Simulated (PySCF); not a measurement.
# F3Si(SH): NMR shifts at several levels of theory, part 2 of 2

PySCF 2.14.0. Atoms count from 0.

## 10. Shielding tensors: PBE0/6-31G

The job: settings as JSON, then the geometry in Å.

```
{"job": {"kind": "nmr", "xc": "PBE0", "basis": "6-31G", "pop": true}, "charge": 0, "multiplicity": 1}
F     -1.204973    -0.147534     1.237761
Si    -0.414995    -0.167479    -0.152605
F     -0.877928     1.148929    -0.934019
F     -0.890105    -1.447849    -0.978334
S      1.663473    -0.286894     0.073845
H      1.730778     0.904797     0.710212
```

With the program's defaults for keys left out, this is: GIAO PBE0/6-31G NMR shielding, non-relativistic, gas phase.

The log of the run:

```text
coarse grid: 7128 points
cycle   1  E = -987.1069141352  dE =  7.678e-01  |g| = 9.002e-01  |ddm| = 2.407e+00
cycle   2  E = -986.9974454028  dE =  1.095e-01  |g| = 1.283e+00  |ddm| = 2.031e+00
cycle   3  E = -987.2748741324  dE = -2.774e-01  |g| = 6.507e-02  |ddm| = 1.061e+00
cycle   4  E = -987.2762864253  dE = -1.412e-03  |g| = 2.283e-02  |ddm| = 1.434e-01
cycle   5  E = -987.2764515262  dE = -1.651e-04  |g| = 1.572e-03  |ddm| = 3.559e-02
cycle   6  E = -987.2764523403  dE = -8.141e-07  |g| = 3.400e-04  |ddm| = 3.428e-03
final grid: 63856 points
cycle   7  E = -987.2581320602  dE = -7.422e-06  |g| = 3.161e-03  |ddm| = 1.458e-02
cycle   8  E = -987.2581318151  dE =  2.451e-07  |g| = 3.281e-03  |ddm| = 9.847e-03
cycle   9  E = -987.2581353000  dE = -3.485e-06  |g| = 2.758e-04  |ddm| = 5.106e-03
cycle  10  E = -987.2581353119  dE = -1.188e-08  |g| = 6.732e-05  |ddm| = 2.389e-04
cycle  11  E = -987.2581353127  dE = -7.817e-10  |g| = 7.320e-06  |ddm| = 6.460e-05
converged SCF energy = -987.2581353127

GIAO shielding tensors (ppm)
atom      isotropic    diamagn.    paramagn.     s11        s22        s33       span
  0 F      315.868     471.928    -156.060    254.197    305.937    387.471    133.275
  1 Si     421.008     875.704    -454.696    387.084    420.389    455.550     68.466
  2 F      315.450     472.027    -156.577    253.551    305.724    387.074    133.524
  3 F      331.686     470.695    -139.008    273.540    323.314    398.205    124.664
  4 S      743.313    1056.312    -312.999    665.465    723.302    841.171    175.706
  5 H       32.026      30.465       1.562     24.386     29.530     42.163     17.777
```

It took 3.4 s on 1 thread, shared host.

In short: δ F0 -143.6, Si1 23.7, S4 -203, H5 0.59 ppm (means over like atoms).

## 11. Nuclear shieldings: PBE0/6-31G*

Settings changed since step 10:

```diff
@@ -1,2 +1,2 @@
-{"job": {"kind": "nmr", "xc": "PBE0", "basis": "6-31G", "pop": true}, "charge": 0, "multiplicity": 1}
+{"job": {"kind": "nmr", "xc": "PBE0", "basis": "6-31G*", "pop": true}, "charge": 0, "multiplicity": 1}
 F     -1.204973    -0.147534     1.237761
```

With the program's defaults for keys left out, this is: GIAO PBE0/6-31G* NMR shielding, non-relativistic, gas phase.

The log of the run:

```text
coarse grid: 7128 points
cycle   1  E = -987.3264974102  dE =  5.359e-01  |g| = 8.755e-01  |ddm| = 2.441e+00
cycle   2  E = -987.2021086992  dE =  1.244e-01  |g| = 1.262e+00  |ddm| = 1.449e+00
cycle   3  E = -987.4601998563  dE = -2.581e-01  |g| = 4.651e-02  |ddm| = 8.281e-01
cycle   4  E = -987.4607559382  dE = -5.561e-04  |g| = 1.854e-02  |ddm| = 8.727e-02
cycle   5  E = -987.4608682125  dE = -1.123e-04  |g| = 2.114e-03  |ddm| = 2.872e-02
cycle   6  E = -987.4608696360  dE = -1.423e-06  |g| = 7.494e-04  |ddm| = 3.694e-03
final grid: 63856 points
cycle   7  E = -987.4427939029  dE = -1.080e-05  |g| = 3.127e-03  |ddm| = 1.439e-02
cycle   8  E = -987.4427942672  dE = -3.643e-07  |g| = 2.986e-03  |ddm| = 8.625e-03
cycle   9  E = -987.4427969194  dE = -2.652e-06  |g| = 3.351e-04  |ddm| = 4.180e-03
cycle  10  E = -987.4427969408  dE = -2.147e-08  |g| = 8.783e-05  |ddm| = 3.108e-04
cycle  11  E = -987.4427969420  dE = -1.136e-09  |g| = 2.724e-05  |ddm| = 8.020e-05
cycle  12  E = -987.4427969421  dE = -1.801e-10  |g| = 4.005e-06  |ddm| = 3.037e-05
converged SCF energy = -987.4427969421

GIAO shielding tensors (ppm)
atom      isotropic    diamagn.    paramagn.     s11        s22        s33       span
  0 F      306.788     468.344    -161.556    253.935    266.634    399.796    145.860
  1 Si     447.323     876.293    -428.969    415.851    444.767    481.352     65.501
  2 F      306.237     468.434    -162.198    253.449    266.420    398.840    145.391
  3 F      318.446     467.179    -148.734    267.379    277.610    410.347    142.967
  4 S      741.984    1056.623    -314.639    642.584    713.603    869.764    227.180
  5 H       31.445      30.011       1.434     24.160     28.449     41.726     17.566
```

Wall time 4.8 s (1 thread, shared host).

Key values: δ F0 -111.6, Si1 -29.2, S4 -196, H5 0.52 ppm (means over like atoms).

## 12. Shielding tensors: PBE0/6-311+G(2d,p)

Settings changed since step 11:

```diff
@@ -1,2 +1,2 @@
-{"job": {"kind": "nmr", "xc": "PBE0", "basis": "6-31G*", "pop": true}, "charge": 0, "multiplicity": 1}
+{"job": {"kind": "nmr", "xc": "PBE0", "basis": "6-311+G(2d,p)", "pop": true}, "charge": 0, "multiplicity": 1}
 F     -1.204973    -0.147534     1.237761
```

Level: GIAO PBE0/6-311+G(2d,p) NMR shielding, non-relativistic, gas phase.

The log of the run:

```text
coarse grid: 7128 points
cycle   1  E = -987.4853327309  dE =  4.864e-01  |g| = 8.770e-01  |ddm| = 2.367e+00
cycle   2  E = -987.3442224976  dE =  1.411e-01  |g| = 1.337e+00  |ddm| = 1.121e+00
cycle   3  E = -987.6039367766  dE = -2.597e-01  |g| = 5.320e-02  |ddm| = 6.550e-01
cycle   4  E = -987.6043825387  dE = -4.458e-04  |g| = 2.848e-02  |ddm| = 8.451e-02
cycle   5  E = -987.6045606244  dE = -1.781e-04  |g| = 3.885e-03  |ddm| = 3.253e-02
cycle   6  E = -987.6045631114  dE = -2.487e-06  |g| = 1.188e-03  |ddm| = 5.066e-03
final grid: 63856 points
cycle   7  E = -987.6248846959  dE = -3.694e-05  |g| = 5.441e-03  |ddm| = 1.768e-02
cycle   8  E = -987.6248830352  dE =  1.661e-06  |g| = 5.956e-03  |ddm| = 8.800e-03
cycle   9  E = -987.6248887211  dE = -5.686e-06  |g| = 1.037e-03  |ddm| = 4.849e-03
cycle  10  E = -987.6248888612  dE = -1.402e-07  |g| = 1.282e-04  |ddm| = 4.719e-04
cycle  11  E = -987.6248888650  dE = -3.793e-09  |g| = 5.213e-05  |ddm| = 2.015e-04
cycle  12  E = -987.6248888656  dE = -5.655e-10  |g| = 1.313e-05  |ddm| = 4.834e-05
converged SCF energy = -987.6248888656

GIAO shielding tensors (ppm)
atom      isotropic    diamagn.    paramagn.     s11        s22        s33       span
  0 F      300.635     471.686    -171.051    253.520    257.334    391.050    137.530
  1 Si     395.266     871.870    -476.605    355.088    388.680    442.029     86.941
  2 F      300.503     471.961    -171.458    253.640    256.613    391.255    137.615
  3 F      311.503     470.600    -159.098    267.143    268.987    398.377    131.235
  4 S      724.799    1055.849    -331.051    617.259    696.802    860.335    243.077
  5 H       30.692      28.589       2.103     23.203     27.430     41.443     18.240
```

Run time: 9.9 s. Hardware: 1 thread, shared host.

Key values: δ F0 -129.5, Si1 -50.8, S4 -218, H5 0.82 ppm (means over like atoms).

## 13. Nuclear shieldings: PBE0/def2-SVP

Settings changed since step 12:

```diff
@@ -1,2 +1,2 @@
-{"job": {"kind": "nmr", "xc": "PBE0", "basis": "6-311+G(2d,p)", "pop": true}, "charge": 0, "multiplicity": 1}
+{"job": {"kind": "nmr", "xc": "PBE0", "basis": "def2-SVP", "pop": true}, "charge": 0, "multiplicity": 1}
 F     -1.204973    -0.147534     1.237761
```

Level: GIAO PBE0/def2-SVP NMR shielding, non-relativistic, gas phase.

The log of the run:

```text
coarse grid: 7128 points
cycle   1  E = -986.7953236451  dE =  4.887e-01  |g| = 8.639e-01  |ddm| = 2.609e+00
cycle   2  E = -986.6708536135  dE =  1.245e-01  |g| = 1.248e+00  |ddm| = 1.492e+00
cycle   3  E = -986.9269111767  dE = -2.561e-01  |g| = 4.445e-02  |ddm| = 8.618e-01
cycle   4  E = -986.9273453522  dE = -4.342e-04  |g| = 1.845e-02  |ddm| = 7.567e-02
cycle   5  E = -986.9274444246  dE = -9.907e-05  |g| = 2.270e-03  |ddm| = 2.615e-02
cycle   6  E = -986.9274459275  dE = -1.503e-06  |g| = 8.320e-04  |ddm| = 3.554e-03
final grid: 63856 points
cycle   7  E = -987.0332240237  dE = -1.232e-05  |g| = 2.923e-03  |ddm| = 1.517e-02
cycle   8  E = -987.0332243585  dE = -3.349e-07  |g| = 2.697e-03  |ddm| = 7.455e-03
cycle   9  E = -987.0332263610  dE = -2.002e-06  |g| = 4.123e-04  |ddm| = 3.681e-03
cycle  10  E = -987.0332263915  dE = -3.054e-08  |g| = 8.074e-05  |ddm| = 3.210e-04
cycle  11  E = -987.0332263926  dE = -1.078e-09  |g| = 2.607e-05  |ddm| = 8.604e-05
cycle  12  E = -987.0332263928  dE = -1.637e-10  |g| = 3.972e-06  |ddm| = 2.695e-05
converged SCF energy = -987.0332263928

GIAO shielding tensors (ppm)
atom      isotropic    diamagn.    paramagn.     s11        s22        s33       span
  0 F      307.394     467.876    -160.482    258.621    267.613    395.949    137.328
  1 Si     457.900     880.637    -422.736    421.572    450.698    501.431     79.860
  2 F      307.272     467.967    -160.695    258.389    267.343    396.084    137.694
  3 F      317.397     466.759    -149.362    268.593    280.953    402.645    134.052
  4 S      770.901    1056.272    -285.371    685.366    740.455    886.882    201.516
  5 H       30.877      30.185       0.692     23.302     27.475     41.855     18.553
```

It took 4.2 s on 1 thread, shared host.

This run: δ F0 -96.0, Si1 -50.7, S4 -203, H5 0.46 ppm (means over like atoms).

## 14. Shielding tensors: PBE0/def2-TZVP

Settings changed since step 13:

```diff
@@ -1,2 +1,2 @@
-{"job": {"kind": "nmr", "xc": "PBE0", "basis": "def2-SVP", "pop": true}, "charge": 0, "multiplicity": 1}
+{"job": {"kind": "nmr", "xc": "PBE0", "basis": "def2-TZVP", "pop": true}, "charge": 0, "multiplicity": 1}
 F     -1.204973    -0.147534     1.237761
```

Method: GIAO PBE0/def2-TZVP NMR shielding, non-relativistic, gas phase.

The log of the run:

```text
coarse grid: 7128 points
cycle   1  E = -987.5436894686  dE =  4.870e-01  |g| = 8.645e-01  |ddm| = 2.257e+00
cycle   2  E = -987.4053243924  dE =  1.384e-01  |g| = 1.330e+00  |ddm| = 9.864e-01
cycle   3  E = -987.6601696951  dE = -2.548e-01  |g| = 4.615e-02  |ddm| = 5.759e-01
cycle   4  E = -987.6605592163  dE = -3.895e-04  |g| = 2.467e-02  |ddm| = 6.060e-02
cycle   5  E = -987.6606945356  dE = -1.353e-04  |g| = 3.473e-03  |ddm| = 2.124e-02
cycle   6  E = -987.6606967265  dE = -2.191e-06  |g| = 1.188e-03  |ddm| = 2.990e-03
final grid: 63856 points
cycle   7  E = -987.6713022478  dE = -4.139e-05  |g| = 5.396e-03  |ddm| = 1.686e-02
cycle   8  E = -987.6713008964  dE =  1.351e-06  |g| = 5.757e-03  |ddm| = 6.732e-03
cycle   9  E = -987.6713061577  dE = -5.261e-06  |g| = 1.075e-03  |ddm| = 3.647e-03
cycle  10  E = -987.6713063065  dE = -1.488e-07  |g| = 1.270e-04  |ddm| = 4.494e-04
cycle  11  E = -987.6713063101  dE = -3.610e-09  |g| = 5.224e-05  |ddm| = 1.513e-04
cycle  12  E = -987.6713063107  dE = -5.853e-10  |g| = 1.331e-05  |ddm| = 3.736e-05
converged SCF energy = -987.6713063107

GIAO shielding tensors (ppm)
atom      isotropic    diamagn.    paramagn.     s11        s22        s33       span
  0 F      294.135     465.205    -171.070    242.128    246.812    393.464    151.336
  1 Si     388.970     875.927    -486.957    350.154    382.616    434.141     83.987
  2 F      293.901     465.301    -171.400    242.019    246.268    393.416    151.397
  3 F      303.909     464.733    -160.824    255.796    256.428    399.504    143.708
  4 S      719.343    1056.427    -337.084    610.850    688.921    858.257    247.407
  5 H       30.663      29.410       1.254     23.282     27.276     41.431     18.149
```

It took 12 s on 1 thread, shared host.

This run: δ F0 -118.5, Si1 -57.4, S4 -227, H5 0.82 ppm (means over like atoms).

## 15. Side by side: NMR shifts

Shifts (ppm), means over like atoms, with basis size and wall time:

```
               run     H5      F0    Si1    S4  functions   time
     WP04/pcSseg-2   0.55  -138.1  -73.3  -208        208   14 s
    B97-2/pcSseg-2   0.85  -129.3  -58.5  -221        208   14 s
BHandHLYP/pcSseg-2   0.91  -115.4  -63.5  -227        208   13 s
CAM-B3LYP/pcSseg-2   0.88  -117.7  -58.0  -220        208   19 s
  wB97X-D/pcSseg-2   0.89  -119.8  -56.0  -224        208   19 s
  LC-wPBE/pcSseg-2   1.03  -104.6  -46.1  -232        208   23 s
       PBE0/STO-3G  -1.77  -172.7   10.0  -291         34  1.9 s
        PBE0/6-31G   0.59  -143.6   23.7  -203         55  3.4 s
       PBE0/6-31G*   0.52  -111.6  -29.2  -196         80  4.8 s
PBE0/6-311+G(2d,p)   0.82  -129.5  -50.8  -218        157  9.9 s
     PBE0/def2-SVP   0.46   -96.0  -50.7  -203         83  4.2 s
    PBE0/def2-TZVP   0.82  -118.5  -57.4  -227        173   12 s
          measured      –       –  -64.8     –          –      –
```

Measured: solution; U. Herzog, Habilitationsschrift, TU Bergakademie Freiberg, 2002/2003.

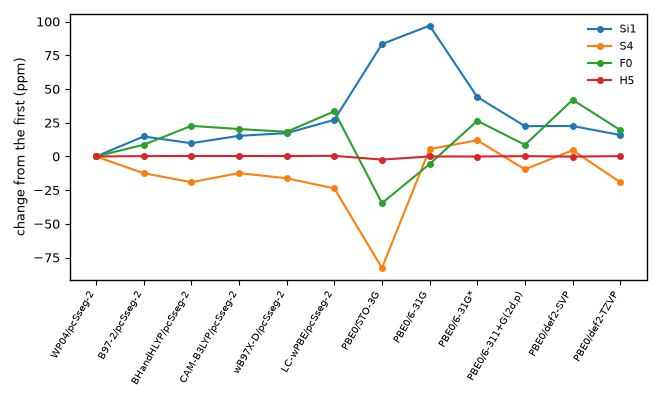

How the tabulated atoms move from run to run.

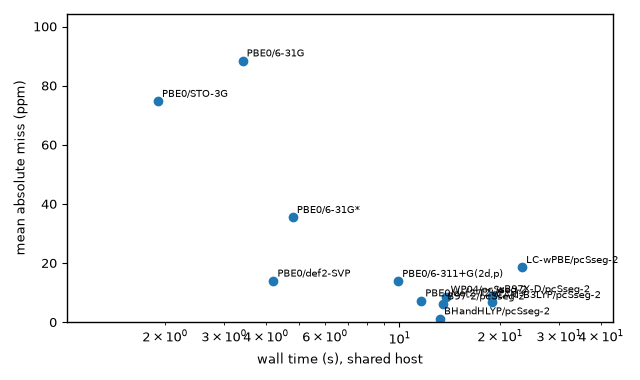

Cost against miss for the one measured 29Si shift.

## 16. Outcome

This closing draws on all 2 parts.

```
                                                                 quantity                                             value
                                     rotational constants (main isotopes)                              3.95, 2.35, 2.30 GHz
                                    1H shifts against TMS (WP04/pcSseg-2)                                          0.55 ppm
19F shifts against CFCl3 (WP04/pcSseg-2, means over atoms taken as alike)                                        -138.1 ppm
                                  29Si shifts against TMS (WP04/pcSseg-2)                                         -73.3 ppm
                                   33S shifts against CS2 (WP04/pcSseg-2)                                          -208 ppm
                                 measured, and computed on the same scale                            Si1 δ -64.8, -73.3 ppm
                                                range of the shift of Si1                                 -73.3 to 23.7 ppm
                                            property runs in this session  12, of which 0 failed and 1 gave unsound results
```

Single values in the summary come from the first run of each kind that ended normally (WP04/pcSseg-2), which need not be the best level. Relaxing lowered the energy by 0.090 eV in 22 steps; the close pair that moved most is S4–H5, from 1.329 to 1.353 Å. At WP04/pcSseg-2: The largest span, 277 ppm, is at S4, where the paramagnetic term is -384 ppm. The one measured 29Si shift is missed by -8.6 ppm (computed less measured, unscaled). Vibration, temperature and solvent are missing from the calculation, so part of the miss against the measured shifts is not the functional's. In ppm, Si1 moves most: its shift spreads over 97.1 ppm, from -73.3 (WP04/pcSseg-2) to 23.7 (PBE0/6-31G). Most of that comes from the computed reference, not from the atom's own shielding. For the one measured 29Si shift, BHandHLYP/pcSseg-2 misses least (1.2 ppm, 13 s) and PBE0/6-31G most (88.5 ppm, 3.4 s); the quickest, PBE0/STO-3G, misses by 74.8 ppm in 1.9 s. One molecule ranks no method: errors cancel, and vibration and temperature are missing from all runs.
